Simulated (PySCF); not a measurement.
**N2H3 (SMILES [NH]N) at UMP2/STO-3G**

What is the vertical ionisation energy of N2H3 at UMP2/STO-3G? Input form: a Python script.

Program for the calculation: PySCF 2.14.0.

7 further runs of the same task are left out: 7 set aside as unsound or not needed.

### 1 The molecule

N2H3: 5 atoms, total charge 0, spin state doublet. As SMILES, `[NH]N`. The shape is that of a PBE0-D4/def2-TZVP optimisation. This is one conformer, not always the lowest.

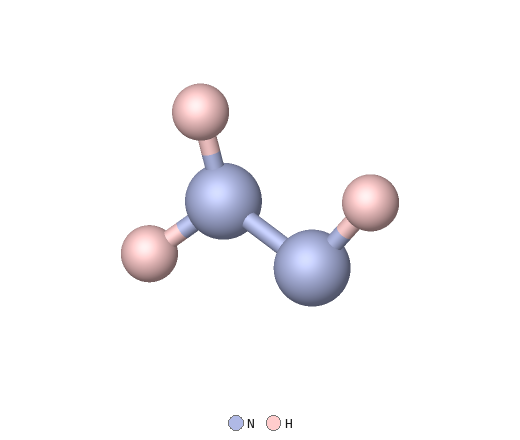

Viewed from a chosen angle; nitrogen light blue, hydrogen pink.

### 2 A single-point energy at UMP2/STO-3G

job.py reads:

```python
# hydrazinyl radical
from pyscf import gto, scf, mp

mol = gto.Mole()
mol.atom = [
    ('N', (-0.187600, -0.818050, 0.454040)),
    ('N', (-0.128660, 0.235610, -0.368450)),
    ('H', (0.759840, -0.951450, 0.811270)),
    ('H', (-1.030950, 0.592300, -0.640030)),
    ('H', (0.587360, 0.941580, -0.256830)),
]
mol.charge = 0
mol.basis = 'sto-3g'
mol.verbose = 3
mol.spin = 1
mol.max_memory = 1860
mol.build()

mf = scf.UHF(mol)
mf.conv_tol = 1e-10
mf.kernel()
if not mf.converged:
    mf = mf.newton().run(mf.mo_coeff, mf.mo_occ)

pt = mp.MP2(mf, frozen=2).run()
etot = pt.e_tot
print('E(%s) = %.9f' % ('MP2', etot))
```

Run with:

```console
$ OMP_NUM_THREADS=1 python job.py
```

Output:

```text
converged SCF energy = -109.144474835264  <S^2> = 0.7552556  2S+1 = 2.0052487
E(UMP2) = -109.220998907537  E_corr = -0.0765240722739379
E(SCS-UMP2) = -109.22775672985  E_corr = -0.0832818945864432
E(MP2) = -109.220998908
```

Run time: 0.83 s. Hardware: 1 thread of Arm Neoverse V1, shared host; peak memory 0.12 GiB.

### 3 The singlet cation

job.py reads:

```python
from pyscf import gto, scf, mp

system = gto.M(
    atom='''
N       -0.187600      -0.818050       0.454040
N       -0.128660       0.235610      -0.368450
H        0.759840      -0.951450       0.811270
H       -1.030950       0.592300      -0.640030
H        0.587360       0.941580      -0.256830
''',
    max_memory=1860,
    verbose=3,
    basis='sto-3g',
    charge=1,
)

mf = scf.RHF(system)
mf.conv_tol = 1e-10
mf.kernel()
if not mf.converged:
    mf = mf.newton().run(mf.mo_coeff, mf.mo_occ)

pt = mp.MP2(mf, frozen=2).run()
e_final = pt.e_tot
print('E(%s) = %.9f' % ('MP2', e_final))
```

Run with:

```console
$ OMP_NUM_THREADS=1 python job.py
```

Output:

```text
converged SCF energy = -108.898409186711
E(RMP2) = -109.033326876395  E_corr = -0.134917689683525
E(SCS-RMP2) = -109.040621345198  E_corr = -0.142212158487143
E(MP2) = -109.033326876
```

Wall time 0.8 s (1 thread of Arm Neoverse V1, shared host); peak memory 0.11 GiB.

### 4 What came out

Level: UMP2/STO-3G, 2 core orbitals frozen.

| quantity | value |
| --- | --- |
| doublet N2H3: total energy | -109.22100 Eh |
| doublet N2H3: dipole moment (Hartree–Fock density) | 2.16 D |
| doublet N2H3: HOMO energy (Hartree–Fock orbitals) (highest over α and β) | -7.60 eV |
| doublet N2H3: LUMO energy (Hartree–Fock orbitals) (lowest over α and β) | 9.50 eV |
| doublet N2H3: correlation energy (2 core orbitals frozen) | -76.5 mEh |
| doublet N2H3: ⟨S²⟩ of the reference determinant | 0.755 |
| singlet cation: total energy | -109.03333 Eh |
| singlet cation: HOMO energy (Hartree–Fock orbitals) | -21.54 eV |
| singlet cation: LUMO energy (Hartree–Fock orbitals) | -5.21 eV |
| singlet cation: HOMO–LUMO gap (Hartree–Fock orbitals) | 16.34 eV |
| singlet cation: correlation energy (2 core orbitals frozen) | -134.9 mEh |
| vertical ionisation energy (to the singlet cation) | 5.107 eV |

The vertical ionisation energy comes to 5.11 eV (493 kJ/mol). Only the singlet of the ionised species was computed; a triplet could lie lower. In a minimal basis such a difference can be off by several eV, whatever the method. Mulliken charges (doublet N2H3) of the mean-field density run from -0.35 on N2 to +0.20 on H4; they depend strongly on the basis. Mulliken charges (singlet cation) of the mean-field density run from -0.18 on N2 to +0.36 on H4; they depend strongly on the basis.
